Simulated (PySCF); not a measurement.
Vertical excitations of a molecule C2H5NO2Si from TDDFT-ωB97X/def2-SVPD in PySCF, as energy in eV (oscillator strength): 5.39 (0.004), 7.20 (0.172), 7.56 (0.007), 7.78 (0.026), 7.83 (0.006), 8.12 (0.010), 8.33 (0.008), 8.47 (0.012), 8.71 (0.008), 8.74 (0.126). Lowest triplet (TDA): 4.88 eV. Coordinates come from a B3LYP-D3(BJ)/def2-SVP optimisation. One conformer was computed; it need not be the lowest.

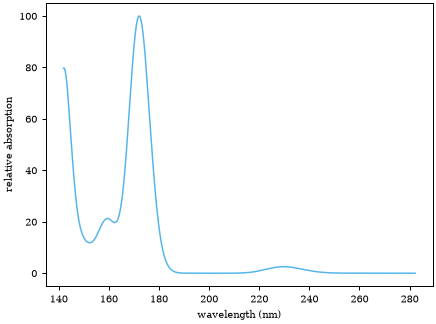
*The lines broadened by 0.4 eV.*

Question: Identify the compound among the candidates.
A) C1=N[SiH2]OCO1
B) CO[SiH2]N=C=O
C) O=C/C=N/[SiH2]O
D) O=C/N=C/O[SiH3]

Answer: A, C1=N[SiH2]OCO1
